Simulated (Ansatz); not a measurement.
# H9NOSi (built from SMILES N.O.[SiH4]): Born-Oppenheimer dynamics

The task is to watch the atoms for 60 steps of 1.0 fs, started with velocities for 1500 K and run at constant energy, and see to which side of the barrier the system falls.

Computed with Ansatz 0.2.0, Gaussian basis. Level: PBE0-D4/def2-SVP.

1 further run of the same task is left out (it didn't finish).

### 1 The system as given

The start, a first-order saddle point found at PBE0-D4 in triple zeta: 12 atoms, charge 0, spin multiplicity 1.

Atoms are counted from 1 here; the program's logs count them from 0.

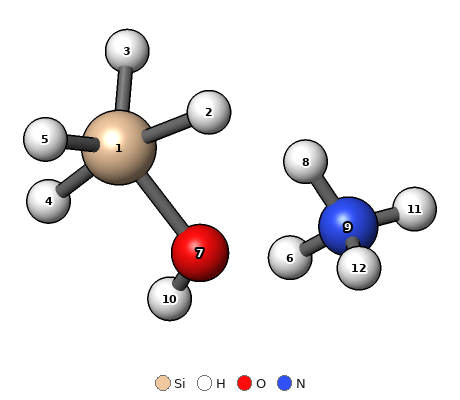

As it starts; silicon light orange, hydrogen white, oxygen red, nitrogen blue; atoms are numbered from 1 in the order of the file.

As a file:

```xyz
12
H9NOSi
Si   -1.08688    0.08243   -1.08496
H     0.54412    0.09827   -1.12189
H    -1.10320   -1.08015   -2.03531
H    -2.58729    0.03735   -0.71139
H    -1.12298    1.39358   -1.81624
H     0.48818   -0.09650    1.17075
O    -0.80350   -0.07109    0.68402
H     1.54363    0.01627   -0.01731
N     1.61664   -0.07191    1.03652
H    -1.64772   -0.11819    1.14228
H     2.08931   -0.92661    1.30664
H     2.06971    0.73645    1.44679
```

### 2 Dynamics

File md/in.yaml:

```yaml
crystal:
  periodic: [false, false, false]
  atoms:
    - {symbol: Si, position_ang: [-1.086881, 0.082432, -1.084959]}
    - {symbol: H, position_ang: [0.544115, 0.098273, -1.121891]}
    - {symbol: H, position_ang: [-1.103204, -1.080146, -2.035313]}
    - {symbol: H, position_ang: [-2.587294, 0.037350, -0.711394]}
    - {symbol: H, position_ang: [-1.122981, 1.393579, -1.816235]}
    - {symbol: H, position_ang: [0.488181, -0.096504, 1.170750]}
    - {symbol: O, position_ang: [-0.803496, -0.071093, 0.684022]}
    - {symbol: H, position_ang: [1.543628, 0.016272, -0.017308]}
    - {symbol: N, position_ang: [1.616635, -0.071906, 1.036516]}
    - {symbol: H, position_ang: [-1.647717, -0.118195, 1.142285]}
    - {symbol: H, position_ang: [2.089310, -0.926607, 1.306639]}
    - {symbol: H, position_ang: [2.069706, 0.736446, 1.446789]}
basis:
  gaussian: {orbitals: def2-SVP}
hamiltonian: {xc: pbe0, dispersion: d4}
md: {n_steps: 60, timestep: 1.0, temperature: 1500, ensemble: nve, seed: 347, initial_velocities: maxwell_boltzmann}
```

Started as:

```
$ ansatz run in.yaml --threads 4 --pin off --events-out ev --progress --plain --max-ram 9574MiB
```

The log of the run:

```text
Functional definition: PBE0
  name "PBE0"
  cite "Adamo & Barone, J. Chem. Phys. 110, 6158 (1999) doi:10.1063/1.478522"
  cite "Perdew, Burke & Ernzerhof, Phys. Rev. Lett. 77, 3865 (1996) doi:10.1103/PhysRevLett.77.3865"
  parent pbe
  parameter a = 0.25
  parameter kappa = 0.804
  parameter beta = 0.06672455060314922
  exchange = (1 - a)*pbe_x(kappa = kappa, mu = beta*pi^2/3) + a*exact_x
  correlation = pbe_c(beta = beta)
967 factors; integrals over basis functions are off by at most 6.1e-4 eV
mean field evaluation 1: about -11542.0895 eV, gradient 5.3e1 eV
mean field evaluation 2: about -11538.3127 eV, gradient 7.0e1 eV
mean field evaluation 4: about -11547.2679 eV, gradient 2.8e0 eV
mean field evaluation 8: about -11547.3041 eV, gradient 9.6e-2 eV
mean field -11547.30410329 eV, -424.3555987520 hartree, gradient 7.7e-5 eV, S^2 0.000000; 0 other end points of the search recorded, 0 dependent functions left out
the calculation of the forces begins
reference -11547.30413185 eV, -424.3555998016 hartree; 19, 19 occupied and 72, 72 virtual orbitals, 967 factors
md step     0: t =     0.00 fs  T =  1500.0 K  F+E_penalty+E_count = -11547.44514438 eV  E_kin = 1.938900 eV  conserved = -11545.50624440 eV  (23 SCF iters)
these checks for a lower state are left out or cut short: starts, cluster_reference, orbital_swaps, neighbouring_geometries, increment
967 factors; integrals over basis functions are off by at most 8.5e-4 eV
mean field evaluation 16: about -11547.0782 eV, gradient 5.2e0 eV
mean field -11547.19492591 eV, -424.3515865574 hartree, gradient 9.7e-6 eV, S^2 0.000000; 0 other end points of the search recorded, 0 dependent functions left out
the calculation of the forces begins
reference -11547.19495424 eV, -424.3515875986 hartree; 19, 19 occupied and 72, 72 virtual orbitals, 967 factors
md step     1: t =     1.00 fs  T =  1421.8 K  F+E_penalty+E_count = -11547.33616132 eV  E_kin = 1.837802 eV  conserved = -11545.49835965 eV  (27 SCF iters, 5 dispersion substeps)
these checks for a lower state are left out or cut short: starts, cluster_reference, orbital_swaps, neighbouring_geometries, increment
967 factors; integrals over basis functions are off by at most 1.0e-3 eV
mean field -11546.98136178 eV, -424.3437382202 hartree, gradient 8.3e-6 eV, S^2 0.000000; 0 other end points of the search recorded, 0 dependent functions left out
the calculation of the forces begins
reference -11546.98138996 eV, -424.3437392561 hartree; 19, 19 occupied and 72, 72 virtual orbitals, 967 factors
md step     2: t =     2.00 fs  T =  1262.8 K  F+E_penalty+E_count = -11547.12269058 eV  E_kin = 1.632258 eV  conserved = -11545.49043274 eV  (27 SCF iters, 5 dispersion substeps)
[... from here on, the SCF cycles and remarks between the steps are left out ...]
md step     3: t =     3.00 fs  T =  1099.0 K  F+E_penalty+E_count = -11546.91401035 eV  E_kin = 1.420552 eV  conserved = -11545.49345839 eV  (24 SCF iters, 5 dispersion substeps)
md step     4: t =     4.00 fs  T =   920.4 K  F+E_penalty+E_count = -11546.68330229 eV  E_kin = 1.189760 eV  conserved = -11545.49354201 eV  (24 SCF iters, 5 dispersion substeps)
md step     5: t =     5.00 fs  T =   729.9 K  F+E_penalty+E_count = -11546.43154972 eV  E_kin = 0.943459 eV  conserved = -11545.48809045 eV  (24 SCF iters, 5 dispersion substeps)
md step     6: t =     6.00 fs  T =   582.8 K  F+E_penalty+E_count = -11546.23785691 eV  E_kin = 0.753384 eV  conserved = -11545.48447318 eV  (24 SCF iters, 5 dispersion substeps)
md step     7: t =     7.00 fs  T =   521.3 K  F+E_penalty+E_count = -11546.15916702 eV  E_kin = 0.673886 eV  conserved = -11545.48528111 eV  (23 SCF iters, 5 dispersion substeps)
md step     8: t =     8.00 fs  T =   536.1 K  F+E_penalty+E_count = -11546.18267942 eV  E_kin = 0.692967 eV  conserved = -11545.48971290 eV  (23 SCF iters, 5 dispersion substeps)
md step     9: t =     9.00 fs  T =   576.5 K  F+E_penalty+E_count = -11546.23898836 eV  E_kin = 0.745138 eV  conserved = -11545.49385075 eV  (24 SCF iters, 5 dispersion substeps)
md step    10: t =    10.00 fs  T =   602.7 K  F+E_penalty+E_count = -11546.26952194 eV  E_kin = 0.779046 eV  conserved = -11545.49047635 eV  (25 SCF iters, 5 dispersion substeps)
md step    11: t =    11.00 fs  T =   647.1 K  F+E_penalty+E_count = -11546.32110535 eV  E_kin = 0.836404 eV  conserved = -11545.48470179 eV  (27 SCF iters, 5 dispersion substeps)
md step    12: t =    12.00 fs  T =   754.6 K  F+E_penalty+E_count = -11546.46504919 eV  E_kin = 0.975350 eV  conserved = -11545.48969914 eV  (24 SCF iters, 5 dispersion substeps)
md step    13: t =    13.00 fs  T =   886.7 K  F+E_penalty+E_count = -11546.64074521 eV  E_kin = 1.146126 eV  conserved = -11545.49461888 eV  (24 SCF iters, 5 dispersion substeps)
md step    14: t =    14.00 fs  T =   991.6 K  F+E_penalty+E_count = -11546.77683926 eV  E_kin = 1.281795 eV  conserved = -11545.49504416 eV  (24 SCF iters, 5 dispersion substeps)
md step    15: t =    15.00 fs  T =  1060.2 K  F+E_penalty+E_count = -11546.86540371 eV  E_kin = 1.370356 eV  conserved = -11545.49504799 eV  (24 SCF iters, 5 dispersion substeps)
md step    16: t =    16.00 fs  T =  1096.3 K  F+E_penalty+E_count = -11546.91240650 eV  E_kin = 1.417133 eV  conserved = -11545.49527332 eV  (24 SCF iters, 5 dispersion substeps)
md step    17: t =    17.00 fs  T =  1102.1 K  F+E_penalty+E_count = -11546.92002489 eV  E_kin = 1.424587 eV  conserved = -11545.49543836 eV  (24 SCF iters, 5 dispersion substeps)
md step    18: t =    18.00 fs  T =  1078.6 K  F+E_penalty+E_count = -11546.88942051 eV  E_kin = 1.394188 eV  conserved = -11545.49523222 eV  (23 SCF iters, 5 dispersion substeps)
md step    19: t =    19.00 fs  T =  1032.7 K  F+E_penalty+E_count = -11546.82813699 eV  E_kin = 1.334824 eV  conserved = -11545.49331284 eV  (26 SCF iters, 5 dispersion substeps)
md step    20: t =    20.00 fs  T =   994.4 K  F+E_penalty+E_count = -11546.77398297 eV  E_kin = 1.285413 eV  conserved = -11545.48856956 eV  (27 SCF iters, 5 dispersion substeps)
md step    21: t =    21.00 fs  T =  1008.8 K  F+E_penalty+E_count = -11546.79367488 eV  E_kin = 1.303948 eV  conserved = -11545.48972678 eV  (24 SCF iters, 5 dispersion substeps)
md step    22: t =    22.00 fs  T =  1068.5 K  F+E_penalty+E_count = -11546.87512066 eV  E_kin = 1.381162 eV  conserved = -11545.49395903 eV  (27 SCF iters, 5 dispersion substeps)
md step    23: t =    23.00 fs  T =  1134.8 K  F+E_penalty+E_count = -11546.96113777 eV  E_kin = 1.466824 eV  conserved = -11545.49431392 eV  (24 SCF iters, 5 dispersion substeps)
md step    24: t =    24.00 fs  T =  1194.5 K  F+E_penalty+E_count = -11547.03869289 eV  E_kin = 1.544046 eV  conserved = -11545.49464705 eV  (23 SCF iters, 5 dispersion substeps)
md step    25: t =    25.00 fs  T =  1244.5 K  F+E_penalty+E_count = -11547.10299921 eV  E_kin = 1.608596 eV  conserved = -11545.49440279 eV  (23 SCF iters, 5 dispersion substeps)
md step    26: t =    26.00 fs  T =  1286.3 K  F+E_penalty+E_count = -11547.15655099 eV  E_kin = 1.662688 eV  conserved = -11545.49386299 eV  (23 SCF iters, 5 dispersion substeps)
md step    27: t =    27.00 fs  T =  1323.1 K  F+E_penalty+E_count = -11547.20479225 eV  E_kin = 1.710242 eV  conserved = -11545.49455029 eV  (23 SCF iters, 5 dispersion substeps)
md step    28: t =    28.00 fs  T =  1345.2 K  F+E_penalty+E_count = -11547.23472212 eV  E_kin = 1.738788 eV  conserved = -11545.49593430 eV  (23 SCF iters, 5 dispersion substeps)
md step    29: t =    29.00 fs  T =  1339.8 K  F+E_penalty+E_count = -11547.22567097 eV  E_kin = 1.731820 eV  conserved = -11545.49385130 eV  (26 SCF iters, 5 dispersion substeps)
md step    30: t =    30.00 fs  T =  1327.7 K  F+E_penalty+E_count = -11547.20573107 eV  E_kin = 1.716250 eV  conserved = -11545.48948152 eV  (26 SCF iters, 5 dispersion substeps)
md step    31: t =    31.00 fs  T =  1347.4 K  F+E_penalty+E_count = -11547.23150481 eV  E_kin = 1.741637 eV  conserved = -11545.48986769 eV  (23 SCF iters, 5 dispersion substeps)
md step    32: t =    32.00 fs  T =  1408.1 K  F+E_penalty+E_count = -11547.31043321 eV  E_kin = 1.820059 eV  conserved = -11545.49037439 eV  (26 SCF iters, 5 dispersion substeps)
md step    33: t =    33.00 fs  T =  1496.3 K  F+E_penalty+E_count = -11547.42924603 eV  E_kin = 1.934073 eV  conserved = -11545.49517309 eV  (23 SCF iters, 5 dispersion substeps)
md step    34: t =    34.00 fs  T =  1567.8 K  F+E_penalty+E_count = -11547.52397408 eV  E_kin = 2.026522 eV  conserved = -11545.49745194 eV  (24 SCF iters, 5 dispersion substeps)
md step    35: t =    35.00 fs  T =  1597.7 K  F+E_penalty+E_count = -11547.56063255 eV  E_kin = 2.065162 eV  conserved = -11545.49547085 eV  (23 SCF iters, 5 dispersion substeps)
md step    36: t =    36.00 fs  T =  1600.5 K  F+E_penalty+E_count = -11547.56361942 eV  E_kin = 2.068870 eV  conserved = -11545.49474896 eV  (23 SCF iters, 5 dispersion substeps)
md step    37: t =    37.00 fs  T =  1587.2 K  F+E_penalty+E_count = -11547.54643107 eV  E_kin = 2.051569 eV  conserved = -11545.49486220 eV  (24 SCF iters, 5 dispersion substeps)
md step    38: t =    38.00 fs  T =  1562.2 K  F+E_penalty+E_count = -11547.51288914 eV  E_kin = 2.019318 eV  conserved = -11545.49357119 eV  (24 SCF iters, 5 dispersion substeps)
md step    39: t =    39.00 fs  T =  1537.2 K  F+E_penalty+E_count = -11547.48131198 eV  E_kin = 1.987039 eV  conserved = -11545.49427296 eV  (27 SCF iters, 5 dispersion substeps)
md step    40: t =    40.00 fs  T =  1510.5 K  F+E_penalty+E_count = -11547.44629577 eV  E_kin = 1.952477 eV  conserved = -11545.49381901 eV  (27 SCF iters, 5 dispersion substeps)
md step    41: t =    41.00 fs  T =  1492.5 K  F+E_penalty+E_count = -11547.41942002 eV  E_kin = 1.929235 eV  conserved = -11545.49018504 eV  (26 SCF iters, 5 dispersion substeps)
md step    42: t =    42.00 fs  T =  1506.3 K  F+E_penalty+E_count = -11547.43962659 eV  E_kin = 1.947095 eV  conserved = -11545.49253161 eV  (23 SCF iters, 5 dispersion substeps)
md step    43: t =    43.00 fs  T =  1537.0 K  F+E_penalty+E_count = -11547.47923216 eV  E_kin = 1.986738 eV  conserved = -11545.49249462 eV  (27 SCF iters, 5 dispersion substeps)
md step    44: t =    44.00 fs  T =  1576.9 K  F+E_penalty+E_count = -11547.53064788 eV  E_kin = 2.038348 eV  conserved = -11545.49229941 eV  (26 SCF iters, 5 dispersion substeps)
md step    45: t =    45.00 fs  T =  1622.6 K  F+E_penalty+E_count = -11547.59272392 eV  E_kin = 2.097429 eV  conserved = -11545.49529491 eV  (27 SCF iters, 5 dispersion substeps)
md step    46: t =    46.00 fs  T =  1649.2 K  F+E_penalty+E_count = -11547.62833572 eV  E_kin = 2.131785 eV  conserved = -11545.49655115 eV  (26 SCF iters, 5 dispersion substeps)
md step    47: t =    47.00 fs  T =  1645.8 K  F+E_penalty+E_count = -11547.62276634 eV  E_kin = 2.127416 eV  conserved = -11545.49535082 eV  (27 SCF iters, 5 dispersion substeps)
md step    48: t =    48.00 fs  T =  1618.5 K  F+E_penalty+E_count = -11547.58943911 eV  E_kin = 2.092125 eV  conserved = -11545.49731439 eV  (26 SCF iters, 5 dispersion substeps)
md step    49: t =    49.00 fs  T =  1558.9 K  F+E_penalty+E_count = -11547.51065623 eV  E_kin = 2.015094 eV  conserved = -11545.49556191 eV  (26 SCF iters, 5 dispersion substeps)
md step    50: t =    50.00 fs  T =  1494.8 K  F+E_penalty+E_count = -11547.42135944 eV  E_kin = 1.932225 eV  conserved = -11545.48913466 eV  (26 SCF iters, 5 dispersion substeps)
md step    51: t =    51.00 fs  T =  1481.2 K  F+E_penalty+E_count = -11547.40576446 eV  E_kin = 1.914621 eV  conserved = -11545.49114388 eV  (26 SCF iters, 5 dispersion substeps)
md step    52: t =    52.00 fs  T =  1507.3 K  F+E_penalty+E_count = -11547.44256591 eV  E_kin = 1.948272 eV  conserved = -11545.49429411 eV  (27 SCF iters, 5 dispersion substeps)
md step    53: t =    53.00 fs  T =  1536.5 K  F+E_penalty+E_count = -11547.48061886 eV  E_kin = 1.986080 eV  conserved = -11545.49453888 eV  (26 SCF iters, 5 dispersion substeps)
md step    54: t =    54.00 fs  T =  1557.7 K  F+E_penalty+E_count = -11547.50737504 eV  E_kin = 2.013427 eV  conserved = -11545.49394781 eV  (26 SCF iters, 5 dispersion substeps)
md step    55: t =    55.00 fs  T =  1574.4 K  F+E_penalty+E_count = -11547.52788032 eV  E_kin = 2.035055 eV  conserved = -11545.49282528 eV  (26 SCF iters, 5 dispersion substeps)
md step    56: t =    56.00 fs  T =  1594.4 K  F+E_penalty+E_count = -11547.55403393 eV  E_kin = 2.060918 eV  conserved = -11545.49311637 eV  (24 SCF iters, 5 dispersion substeps)
md step    57: t =    57.00 fs  T =  1611.7 K  F+E_penalty+E_count = -11547.57899772 eV  E_kin = 2.083251 eV  conserved = -11545.49574710 eV  (26 SCF iters, 5 dispersion substeps)
md step    58: t =    58.00 fs  T =  1604.5 K  F+E_penalty+E_count = -11547.57000104 eV  E_kin = 2.073954 eV  conserved = -11545.49604706 eV  (26 SCF iters, 5 dispersion substeps)
md step    59: t =    59.00 fs  T =  1580.9 K  F+E_penalty+E_count = -11547.53402778 eV  E_kin = 2.043411 eV  conserved = -11545.49061710 eV  (27 SCF iters, 5 dispersion substeps)
these checks for a lower state are left out or cut short: starts, cluster_reference, orbital_swaps, neighbouring_geometries, increment
962 factors; integrals over basis functions are off by at most 1.3e-3 eV
mean field -11547.43817533 eV, -424.3605258085 hartree, gradient 1.4e-5 eV, S^2 0.000000; 0 other end points of the search recorded, 0 dependent functions left out
the calculation of the forces begins
reference -11547.43820508 eV, -424.3605269018 hartree; 19, 19 occupied and 72, 72 virtual orbitals, 962 factors
962 factors; integrals over basis functions are off by at most 1.3e-3 eV
mean field -11547.43817533 eV, -424.3605258085 hartree, gradient 1.4e-5 eV, S^2 0.000000; 1 other end points of the search recorded, 0 dependent functions left out
the calculation of the forces begins
reference -11547.43820508 eV, -424.3605269018 hartree; 19, 19 occupied and 72, 72 virtual orbitals, 962 factors
md step    60: t =    60.00 fs  T =  1590.1 K  F+E_penalty+E_count = -11547.54637032 eV  E_kin = 2.055366 eV  conserved = -11545.49100413 eV  (25 SCF iters, 5 dispersion substeps)
Total energy: -11547.54640006 eV, -424.3645029943 hartree
Atom 0 at    -1.282441     0.220952    -1.679481 Å, force    -0.526303     1.437144    -0.936574 eV/Å
Atom 1 at    -0.126503     1.261611    -1.619954 Å, force    -1.093564    -0.237197     0.101721 eV/Å
Atom 2 at    -0.992754    -0.677712    -0.599265 Å, force     0.145988    -1.020474     0.297879 eV/Å
Atom 3 at    -2.810253     0.625064    -1.585458 Å, force     1.419876     0.099749     0.124926 eV/Å
Atom 4 at    -1.168296    -0.305433    -3.071494 Å, force     0.057378    -0.355689     0.066599 eV/Å
Atom 5 at     0.019109    -0.127022     1.104667 Å, force    -1.684786    -0.795493     0.732694 eV/Å
Atom 6 at    -0.836416    -0.208788     1.642287 Å, force     1.568344     0.965927     0.287342 eV/Å
Atom 7 at     2.760879    -0.163976     0.500811 Å, force     1.459696     1.065648    -2.142129 eV/Å
Atom 8 at     2.017893    -0.164919     1.132641 Å, force    -0.702918    -2.098945     1.607476 eV/Å
Atom 9 at    -1.544559    -0.678631     1.212678 Å, force     0.286636    -0.225756    -0.603091 eV/Å
Atom 10 at     2.464634    -0.900002     1.722026 Å, force    -1.188391     0.261740     0.199145 eV/Å
Atom 11 at     2.066892     0.645118     1.719592 Å, force     0.258043     0.903345     0.264012 eV/Å
Dipole moment:     0.611660    -0.100344    -0.077734 e Å
```

Wall time 22 s (4 threads of AMD EPYC 9R45, shared host).

### 3 The trajectory

One row in 3 steps:

```tsv
time (fs)	T (K)	potential (meV)	potential + kinetic (meV)	Si1–O7 (Å)	H6–N9 (Å)	H2–H8 (Å)	Si1–H2 (Å)
0.00	1500	0.0	0.0	1.798	1.137	1.492	1.631
3.00	1099	531.1	12.8	1.784	1.295	1.303	1.599
6.00	583	1207.3	21.8	1.781	1.407	1.185	1.615
9.00	576	1206.2	12.4	1.795	1.465	1.182	1.649
12.00	755	980.1	16.5	1.824	1.481	1.311	1.658
15.00	1060	579.7	11.2	1.868	1.502	1.502	1.623
18.00	1079	555.7	11.0	1.925	1.552	1.743	1.552
21.00	1009	651.5	16.5	1.990	1.537	1.968	1.475
24.00	1195	406.5	11.6	2.065	1.543	2.017	1.464
27.00	1323	240.4	11.7	2.151	1.664	1.974	1.528
30.00	1328	239.4	16.8	2.243	1.763	2.075	1.576
33.00	1496	15.9	11.1	2.340	1.793	2.283	1.540
36.00	1601	-118.5	11.5	2.444	1.852	2.545	1.455
39.00	1537	-36.2	12.0	2.554	1.888	2.852	1.437
42.00	1506	5.5	13.7	2.669	1.893	3.066	1.511
45.00	1623	-147.6	10.9	2.790	1.974	3.202	1.564
48.00	1619	-144.3	8.9	2.912	2.041	3.346	1.531
51.00	1481	39.4	15.1	3.028	2.023	3.520	1.459
54.00	1558	-62.2	12.3	3.140	2.006	3.683	1.448
57.00	1612	-133.9	10.5	3.255	1.988	3.783	1.511
60.00	1590	-101.2	15.2	3.379	1.999	3.856	1.557
```

Energies count from the start.

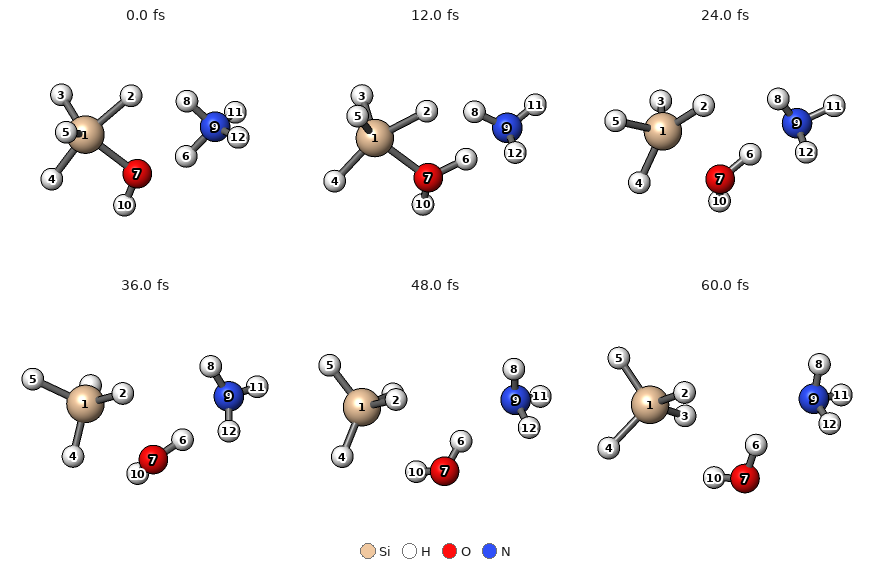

Six frames.

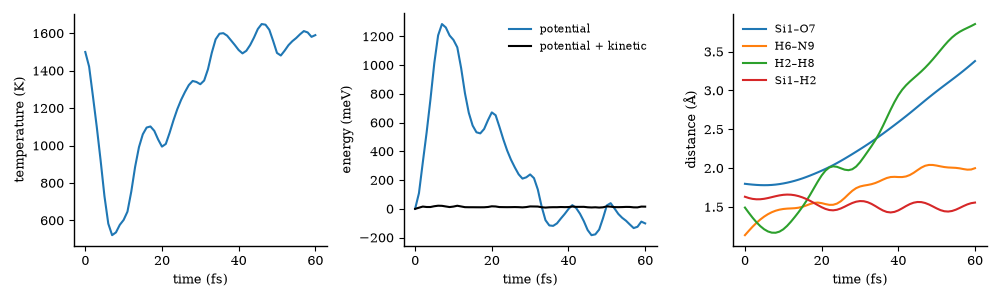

Temperature, energies and the distances followed.

Positions (Å) and forces (eV/Å) at 24.00 fs:

```xyz
12

Si   -1.085    0.116   -1.196   -3.177   -0.211   -1.317
H     0.308    0.564   -1.154    0.622    0.617    0.405
H    -0.918   -1.394   -1.474   -0.112    0.713   -0.248
H    -2.478    0.206   -0.538    0.191    0.161   -0.480
H    -1.626    1.024   -2.477    0.991   -1.118    0.733
H     0.145   -0.314    0.920   -1.312   -0.199    0.713
O    -0.851   -0.029    0.851    1.867   -0.471    0.778
H     1.832    0.166    0.106   -0.106    0.314   -0.876
N     1.678   -0.185    1.038    3.344    0.633    1.767
H    -1.392   -0.578    1.450    0.222    0.186   -0.588
H     2.709   -0.335    1.355   -2.191   -0.585   -0.593
H     1.531    0.678    1.584   -0.340   -0.039   -0.294
```

Positions (Å) and forces (eV/Å) at 60.00 fs:

```xyz
12

Si   -1.282    0.221   -1.679   -0.526    1.437   -0.937
H    -0.127    1.262   -1.620   -1.094   -0.237    0.102
H    -0.993   -0.678   -0.599    0.146   -1.020    0.298
H    -2.810    0.625   -1.585    1.420    0.100    0.125
H    -1.168   -0.305   -3.071    0.057   -0.356    0.067
H     0.019   -0.127    1.105   -1.685   -0.795    0.733
O    -0.836   -0.209    1.642    1.568    0.966    0.287
H     2.761   -0.164    0.501    1.460    1.066   -2.142
N     2.018   -0.165    1.133   -0.703   -2.099    1.607
H    -1.545   -0.679    1.213    0.287   -0.226   -0.603
H     2.465   -0.900    1.722   -1.188    0.262    0.199
H     2.067    0.645    1.720    0.258    0.903    0.264
```

### 4 What came out

| quantity | value |
| --- | --- |
| length | 60 steps, 60.0 fs |
| temperature at the start | 1500 K |
| mean temperature, second half | 1545 K |
| lowest and highest potential energy, from the first frame | -183 and 1286 meV |
| largest change of potential + kinetic | 21.8 meV |
| bonds lost by distance | Si1–O7, H6–N9 |
| bonds made by distance | H6–O7 |

**Reading.** By the last frame it has moved back towards the start side of the step. With no thermostat the total energy should stay fixed; it holds within 21.8 meV, small beside the kinetic energy, so the time step serves. The instant temperature ranges from 521 to 1649 K, as energy passes between motion and strain.
